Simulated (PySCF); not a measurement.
# NMR shielding calculation, with input and output: C₄H₉ClO₃Si₂

- system: C₄H₉ClO₃Si₂
- method: GIAO KT2/6-31G* NMR shielding, non-relativistic, gas phase (PySCF 2.14.0)

The geometry comes from this level: GFN2-xTB. Figures and captions count atoms from 1; the log counts them from 0 in places.

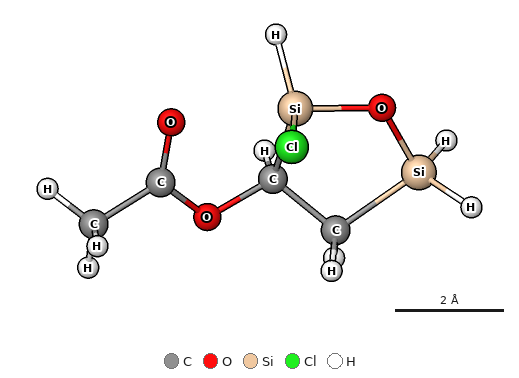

Fig. 1: The structure (ball-and-stick view, seen at a tilt). Bond lengths as drawn: Cl–Si 2.00 Å, C–C 1.50 to 1.52 Å, C–H 1.09 to 1.10 Å, C–O 1.22 to 1.44 Å, C–Si 1.92 to 1.93 Å, H–Si 1.44 to 1.46 Å and O–Si 1.63 to 1.66 Å.

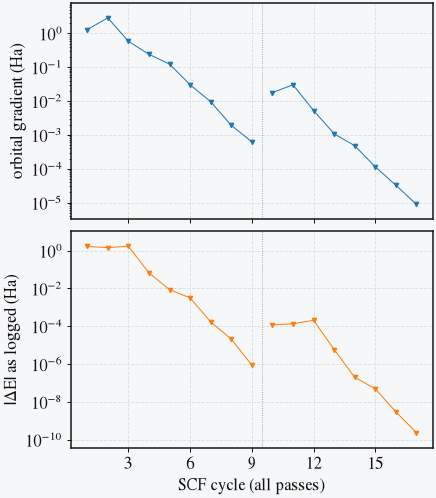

Fig. 2: Convergence of the self-consistent field: orbital gradient and size of the energy change against the SCF cycle. The dotted line marks the change from a coarse to the final integration grid. The first 9 cycles use a coarse grid, the final grid takes over at cycle 10, and the field converges after 17 cycles in all.

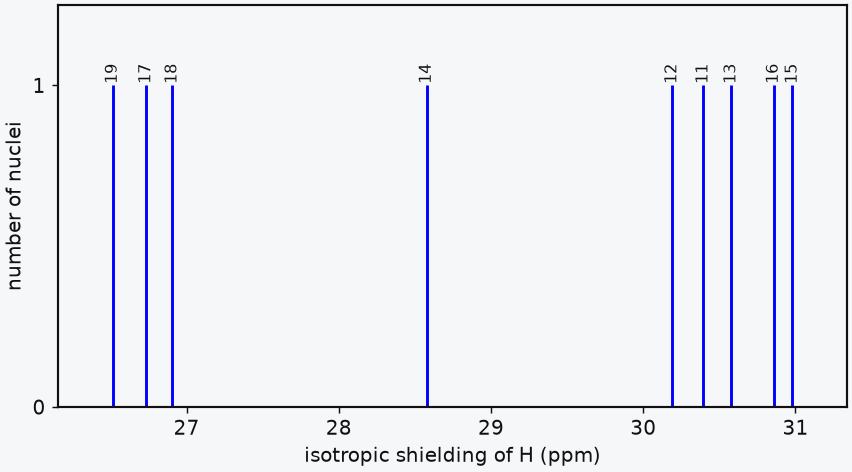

Fig. 3: Isotropic shieldings of the hydrogen nuclei in this fixed geometry, labelled by atom number; shielding grows to the right, so chemical shift grows to the left. The least shielded is H19 (26.5 ppm), the most shielded H15 (31.0 ppm).

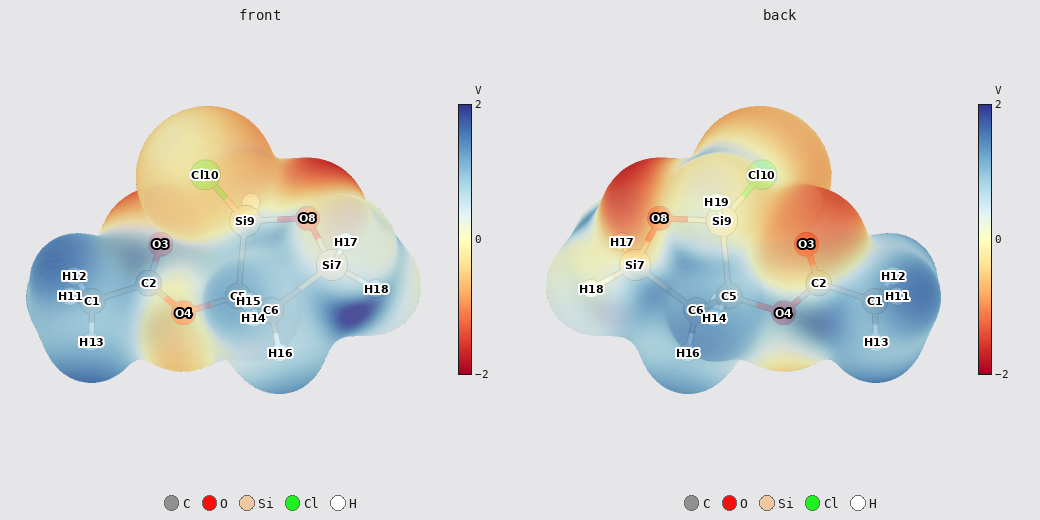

Fig. 4: The electrostatic potential painted on the density surface at 0.004 e/bohr³, seen at a tilt and from behind; red is negative and blue positive.

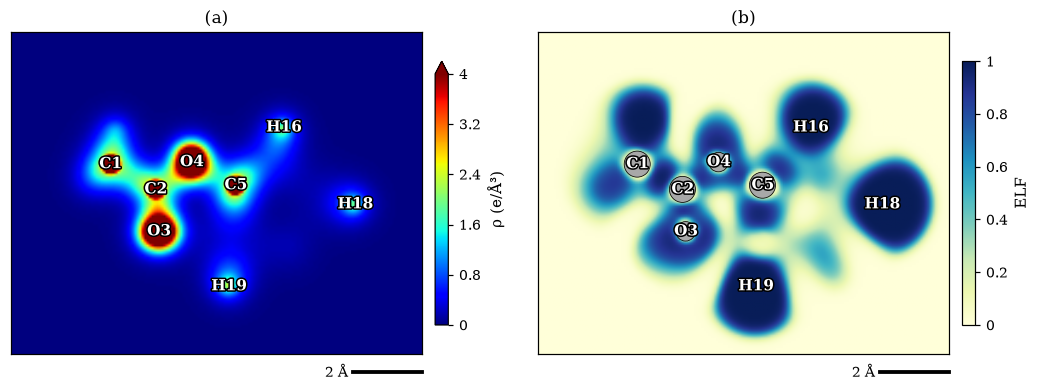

Fig. 5: (a) electron density; (b) ELF on the plane of atoms C2, O4 and C5. Grey discs, where drawn, cover atomic cores. C–O (1.22 Å): ρ at the midpoint is about 3.2 e/Å³; the ELF peaks at about 0.90 between the atoms; a double or triple bond. C–O (1.31 Å): ρ at the midpoint is about 2.6 e/Å³; the ELF peaks at about 0.85 between the atoms (a polar covalent bond).

The input and output of the run follow.

**Input file**
```
{"job": {"xc": "KT2", "basis": "6-31G*", "kind": "nmr", "pop": true}, "charge": 0, "multiplicity": 1}
C      3.123896     0.987337     0.396387
C      1.905705     0.128572     0.236740
O      1.771062    -0.955337     0.777014
O      0.986625     0.657784    -0.528527
C     -0.207338    -0.130837    -0.686418
C     -1.428232     0.752568    -0.896317
Si    -2.922736    -0.362894    -0.457390
O     -2.158706    -1.448022     0.484831
Si    -0.533270    -1.322613     0.795784
Cl    -0.460387    -0.422460     2.583191
H      4.014935     0.365927     0.402602
H      3.055564     1.492426     1.358744
H      3.170512     1.727983    -0.395702
H     -0.046915    -0.745100    -1.580875
H     -1.372270     1.589311    -0.197891
H     -1.445208     1.173665    -1.900222
H     -3.916067     0.324985     0.354619
H     -3.434936    -1.101564    -1.605406
H     -0.112037    -2.702482     0.724906
```

The first line tells a small driver script what to run in PySCF; the rest is the geometry in Å.

Command:
```bash
OMP_NUM_THREADS=1 python <driver script> task.json out
```

**The program's output**
```
coarse grid: 18056 points
cycle   1  E = -1437.1498441416  dE =  1.660e+00  |g| = 1.295e+00  |ddm| = 4.282e+00
cycle   2  E = -1435.6961571088  dE =  1.454e+00  |g| = 2.873e+00  |ddm| = 4.123e+00
cycle   3  E = -1437.4131705161  dE = -1.717e+00  |g| = 5.859e-01  |ddm| = 3.472e+00
cycle   4  E = -1437.4799653616  dE = -6.679e-02  |g| = 2.412e-01  |ddm| = 7.178e-01
cycle   5  E = -1437.4886292526  dE = -8.664e-03  |g| = 1.234e-01  |ddm| = 2.757e-01
cycle   6  E = -1437.4918011280  dE = -3.172e-03  |g| = 3.030e-02  |ddm| = 1.278e-01
cycle   7  E = -1437.4919715888  dE = -1.705e-04  |g| = 9.605e-03  |ddm| = 3.000e-02
cycle   8  E = -1437.4919924362  dE = -2.085e-05  |g| = 1.917e-03  |ddm| = 1.078e-02
cycle   9  E = -1437.4919933129  dE = -8.767e-07  |g| = 6.256e-04  |ddm| = 2.935e-03
final grid: 162408 points
cycle  10  E = -1437.2678348748  dE = -1.180e-04  |g| = 1.790e-02  |ddm| = 6.041e-02
cycle  11  E = -1437.2676990165  dE =  1.359e-04  |g| = 3.017e-02  |ddm| = 5.154e-02
cycle  12  E = -1437.2679069545  dE = -2.079e-04  |g| = 5.263e-03  |ddm| = 3.427e-02
cycle  13  E = -1437.2679128580  dE = -5.903e-06  |g| = 1.080e-03  |ddm| = 5.524e-03
cycle  14  E = -1437.2679130570  dE = -1.990e-07  |g| = 4.796e-04  |ddm| = 1.229e-03
cycle  15  E = -1437.2679131062  dE = -4.913e-08  |g| = 1.138e-04  |ddm| = 5.441e-04
cycle  16  E = -1437.2679131091  dE = -2.969e-09  |g| = 3.265e-05  |ddm| = 1.452e-04
cycle  17  E = -1437.2679131094  dE = -2.319e-10  |g| = 8.794e-06  |ddm| = 3.616e-05
converged SCF energy = -1437.2679131094

GIAO shielding tensors (ppm)
atom      isotropic    diamagn.    paramagn.     s11        s22        s33       span
  0 C      175.925     254.486     -78.561    159.274    167.272    201.230     41.956
  1 C       38.977     250.616    -211.638    -28.394     51.308     94.018    122.412
  2 O      -16.533     401.925    -418.458   -226.360   -105.707    282.466    508.826
  3 O      113.549     399.971    -286.422    -31.780    166.097    206.329    238.109
  4 C      128.830     250.187    -121.357    102.549    113.747    170.193     67.644
  5 C      180.579     251.977     -71.398    164.018    182.272    195.448     31.430
  6 Si     414.759     883.069    -468.310    380.232    394.194    469.852     89.620
  7 O      246.015     392.577    -146.562    164.150    284.027    289.867    125.718
  8 Si     416.568     881.203    -464.635    398.439    421.731    429.533     31.094
  9 Cl     914.440    1151.253    -236.813    782.597    960.498   1000.226    217.628
 10 H       30.394      28.240       2.154     26.397     28.906     35.878      9.481
 11 H       30.189      29.526       0.663     26.900     29.054     34.614      7.714
 12 H       30.578      30.206       0.372     25.910     30.453     35.369      9.459
 13 H       28.576      32.601      -4.024     24.125     28.923     32.681      8.556
 14 H       30.980      32.548      -1.568     27.732     28.862     36.346      8.613
 15 H       30.856      31.021      -0.165     26.406     28.450     37.712     11.305
 16 H       26.734      29.558      -2.824     23.208     24.361     32.633      9.425
 17 H       26.906      29.715      -2.809     23.090     24.385     33.243     10.153
 18 H       26.514      30.239      -3.725     21.960     24.530     33.051     11.090
```

**Results in brief**

| quantity | value |
| --- | --- |
| outcome | converged |
| total energy | −1437.267913 hartree |
| HOMO | −6.64 eV |
| LUMO | −1.14 eV |
| dipole moment | 4.07 D |
| isotropic shielding, C | 39.0 to 180.6 ppm |
| isotropic shielding, O | −16.5 to 246.0 ppm |
| isotropic shielding, Si | 414.8 to 416.6 ppm |
| isotropic shielding, Cl | 914.4 ppm |
| isotropic shielding, H | 26.5 to 31.0 ppm |
| hardware | 1 CPU thread, shared host |
| wall time | 71 s |
| peak memory | 0.7 GiB |
